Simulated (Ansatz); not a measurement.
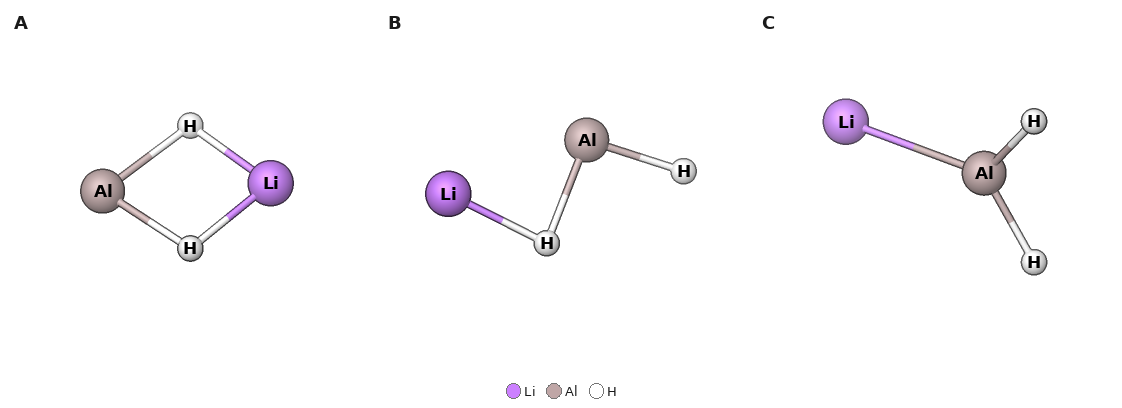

3 stationary structures of one formula. Geometries: PBE0-D4/def2-TZVP. Electronic energies: RHF-CCSD(T) (frozen core)/def2-TZVPP (Ansatz 0.2.0), without zero-point energy. No frequency run is at hand to confirm each as a minimum.

Which is lowest in energy, and by how much?

A is lowest (C2v); C lies 23.3 kJ/mol above it (C2v), B lies 40.1 kJ/mol above it (Cs).
